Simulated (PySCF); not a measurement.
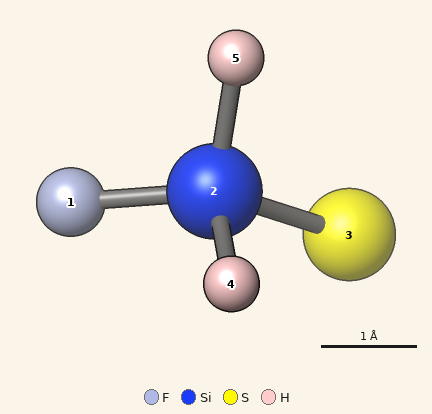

The input geometry (ball-and-stick view, seen at a tilt; atoms are numbered from 1 in the order of the input). Bond lengths as drawn: F–Si 1.60 Å, H–Si 1.48 Å and S–Si 2.10 Å.

Single-point calculation, with input and output: SiH$_{2}$SF (charge +1)

System: SiH$_{2}$SF, charge +1.
Method: CCSD(T)/STO-3G, RHF (PySCF 2.14.0).

The geometry is that of the parent species in another charge or spin state. The geometry comes from this level: PBE0-D4/def2-TZVP.

The program's output:
```
converged SCF energy = -777.693205099789
E(CCSD) = -777.8027077731909  E_corr = -0.1095026734017889
CCSD(T) correction = -0.00501622233582212
E(CCSD(T)) = -777.807723996
```

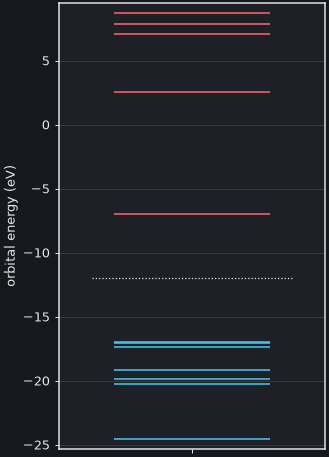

Orbital energies near the frontier (SCF reference); the dotted line parts filled from empty levels, and levels within 0.02 eV of each other stand side by side. Highest filled −16.96 eV, lowest empty −7.00 eV, 9.96 eV apart.

The run was set up as follows.

Input (input.py):
```python
from pyscf import gto, cc

mol = gto.Mole()
mol.atom = 'input.xyz'
mol.charge = 1
mol.max_memory = 1860
mol.basis = 'sto-3g'
mol.verbose = 3
mol.build()

calc0 = mol.RHF()
calc0.conv_tol = 1e-10
calc0.kernel()
if not calc0.converged:
    calc0 = calc0.newton().run(calc0.mo_coeff, calc0.mo_occ)

mycc = cc.CCSD(calc0, frozen=11)
mycc.kernel()
e_t = mycc.ccsd_t()
etot = mycc.e_tot + e_t
print('E(%s) = %.9f' % ('CCSD(T)', etot))
```

File input.xyz:
```
5

F     -0.324300    -0.023300     1.585400
Si     0.086000    -0.081000     0.044500
S     -1.148000     1.061300    -1.211000
H     -0.023500    -1.493100    -0.391000
H      1.459700     0.462600    -0.069300
```

Launched with:
```bash
OMP_NUM_THREADS=1 python input.py
```

Results in brief:

```tsv
quantity	value
outcome	converged
total energy	−777.807724 hartree
SCF energy	−777.693205 hartree
correlation energy	−0.114519 hartree
(T) correction	−0.005016 hartree
basis functions	25
T1 diagnostic	0.024
HOMO of the SCF reference	−16.96 eV
LUMO of the SCF reference	−7.00 eV
hardware	1 thread of Intel Xeon (Sapphire Rapids), 16 GiB of memory available, shared host
wall time	0.99 s
peak memory	0.12 GiB
```

The record of the run, not the program, notes: dipole of an ion depends on the origin; large T1 diagnostic.
